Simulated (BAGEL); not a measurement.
**AlH2Br (SMILES [H][Al]([H])[Br]) at HF/6-31G(d) (density fitting with qzvpp-jkfit, spherical functions)**

Aim: the energy change on altering one bond length of AlH2Br at HF/6-31G* (density fitting with qzvpp-jkfit, spherical functions), from 2 runs. 

The calculation is run with BAGEL 1.2.2.

18 further runs of the same task are left out: 8 for a known fault of the program, 9 that didn't finish, 1 set aside as unsound or not needed. Runs told in other sessions of the task aren't counted.

## 1. Starting point

AlH2Br: 4 atoms, total charge 0, spin state singlet. As SMILES, `[H][Al]([H])[Br]`. Geometry: a GFN2-xTB relaxation, a rough one for these elements and not checked as a minimum.

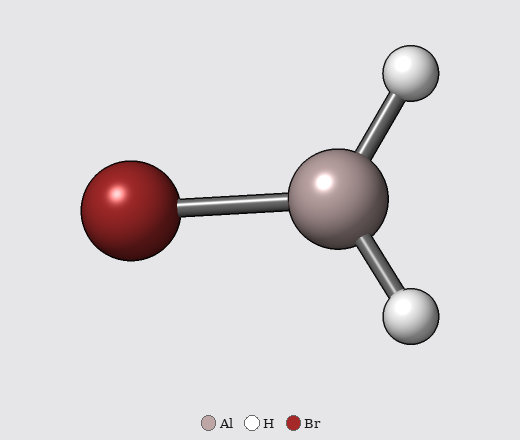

Viewed from a chosen angle; aluminium light grey, hydrogen white, bromine red.

## 2. The energy at HF/6-31G(d) (density fitting with qzvpp-jkfit, spherical functions)

Contents of input.json:

```json
{ "bagel": [

{
  "title": "molecule",
  "basis": "6-31gs.json",
  "df_basis": "qzvpp-jkfit",
  "angstrom": true,
  "geometry": [
    { "atom": "Al", "xyz": [       0.085960,       0.143320,       0.001240 ] },
    { "atom": "H", "xyz": [       1.619870,       0.141230,       0.011920 ] },
    { "atom": "H", "xyz": [      -0.640600,       1.494120,      -0.021230 ] },
    { "atom": "Br", "xyz": [      -1.065230,      -1.778670,       0.008060 ] }
  ]
},

{ "title": "hf" },

{ "title": "print", "file": "orbitals.molden", "orbitals": true }

]}
```

The basis set 6-31G* is read from a file made from the Basis Set Exchange's data (not shown).

Launch:

```
BAGEL_NUM_THREADS=1 BAGEL input.json > input.out
```

The program printed:

```text
* using 1 threads per process

  ===============================================================
  ===============================================================

  *** Geometry ***

  { "atom" : "Al", "xyz" : [      0.162441,      0.270836,      0.002343 ] },
  { "atom" : "H", "xyz" : [      3.061111,      0.266886,      0.022526 ] },
  { "atom" : "H", "xyz" : [     -1.210559,      2.823478,     -0.040119 ] },
  { "atom" : "Br", "xyz" : [     -2.012993,     -3.361199,      0.015231 ] },

  Number of auxiliary basis functions:      430

  Since a DF basis is specified, we compute 2- and 3-index integrals:
    o Being stored without compression. Storage requirement is 0.010 GB

  Number of basis functions:       54
  Number of electrons      :       50

    * METHOD: MOLECULE                             0.17

  *** RHF ***

  === Nuclear Repulsion ===
   127.8636788343

      * DIIS with orbital gradients will be used.

  === RHF iteration (6-31gs.json) ===
      0      -2815.19434418          0.00758526           0.04
      1      -2815.22051550          0.00354869           0.04
      2      -2815.22345720          0.00090471           0.04
      3      -2815.22379776          0.00016026           0.04
      4      -2815.22381102          0.00002728           0.04
      5      -2815.22381144          0.00000849           0.04
      6      -2815.22381149          0.00000244           0.04
      7      -2815.22381149          0.00000077           0.04
      8      -2815.22381149          0.00000012           0.04
      9      -2815.22381149          0.00000004           0.04
     10      -2815.22381149          0.00000001           0.04
     11      -2815.22381149          0.00000000           0.04
    * SCF iteration converged.

    * Permanent dipole moment:
           (   -0.296654,    -0.494715,    -0.002966) a.u.

    * METHOD: HF                                   0.62

    * METHOD: PRINT                                0.01

  ===============================================================
```

Run time: 0.93 s. Hardware: 1 thread of Arm Neoverse V1, shared host; peak memory 0.085 GiB.

## 3. The distorted shape, same level

Contents of calc.json:

```json
{ "bagel" : [

{
  "title" : "molecule",
  "basis" : "6-31gs.json",
  "df_basis" : "qzvpp-jkfit",
  "angstrom" : "true",
  "geometry" : [
    { "atom" : "Al", "xyz" : [    1.467362,    2.449665,   -0.006944 ] },
    { "atom" : "H", "xyz" : [    3.001272,    2.447575,    0.003736 ] },
    { "atom" : "H", "xyz" : [    0.740802,    3.800465,   -0.029414 ] },
    { "atom" : "Br", "xyz" : [   -1.065230,   -1.778670,    0.008060 ] }
  ]
},
{
  "title" : "hf"
},
{
  "title" : "print",
  "file" : "orbitals.molden",
  "orbitals" : "true"
}

]}
```

The basis set 6-31G* is read from a file made from the Basis Set Exchange's data (not shown).

Launch:

```
BAGEL_NUM_THREADS=1 BAGEL calc.json > calc.out
```

The program printed:

```text
* using 1 threads per process

  ===============================================================
  ===============================================================

  *** Geometry ***

  { "atom" : "Al", "xyz" : [      2.772912,      4.629196,     -0.013122 ] },
  { "atom" : "H", "xyz" : [      5.671582,      4.625246,      0.007060 ] },
  { "atom" : "H", "xyz" : [      1.399913,      7.181838,     -0.055584 ] },
  { "atom" : "Br", "xyz" : [     -2.012993,     -3.361199,      0.015231 ] },

  Number of auxiliary basis functions:      430

  Since a DF basis is specified, we compute 2- and 3-index integrals:
    o Being stored without compression. Storage requirement is 0.010 GB

  Number of basis functions:       54
  Number of electrons      :       50

    * METHOD: MOLECULE                             0.16

  *** RHF ***

  === Nuclear Repulsion ===
    64.3372256381

      * DIIS with orbital gradients will be used.

  === RHF iteration (6-31gs.json) ===
      0      -2814.95391160          0.00907896           0.04
      1      -2814.99773654          0.00895543           0.04
      2      -2815.03083971          0.00117723           0.04
      3      -2815.03208775          0.00030667           0.04
      4      -2815.03216351          0.00010621           0.04
      5      -2815.03217572          0.00002352           0.04
      6      -2815.03217675          0.00000695           0.04
      7      -2815.03217687          0.00000204           0.04
      8      -2815.03217688          0.00000046           0.04
      9      -2815.03217688          0.00000016           0.04
     10      -2815.03217688          0.00000007           0.04
     11      -2815.03217688          0.00000004           0.04
     12      -2815.03217688          0.00000003           0.04
     13      -2815.03217688          0.00000001           0.04
     14      -2815.03217688          0.00000001           0.04
    * SCF iteration converged.

    * Permanent dipole moment:
           (   -3.029619,    -5.057764,     0.014385) a.u.

    * METHOD: HF                                   0.73

    * METHOD: PRINT                                0.01

  ===============================================================
```

It took 1 s on 1 thread of Arm Neoverse V1, shared host; peak memory 0.15 GiB.

## 4. Results

At HF/6-31G* (density fitting with qzvpp-jkfit, spherical functions):

```
                                                           quantity           value
                                          first shape: total energy  -2815.22381 Eh
                                         first shape: dipole moment          1.47 D
                                           first shape: HOMO energy       -11.22 eV
                                           first shape: LUMO energy         0.96 eV
                                         first shape: HOMO–LUMO gap        12.18 eV
                                      distorted shape: total energy  -2815.03218 Eh
                                     distorted shape: dipole moment         14.99 D
                                       distorted shape: HOMO energy        -7.56 eV
                                       distorted shape: LUMO energy        -3.10 eV
                                     distorted shape: HOMO–LUMO gap         4.46 eV
energy change with the Al1–Br4 bond stretched from 2.240 to 4.929 Å        5.215 eV
```

In words: With the Al1–Br4 bond stretched from 2.240 to 4.929 Å the energy rises by 5.21 eV (503 kJ/mol). The first shape isn't relaxed at this level, so the change isn't measured from a minimum. A restricted reference can't describe the breaking bond well at this length.
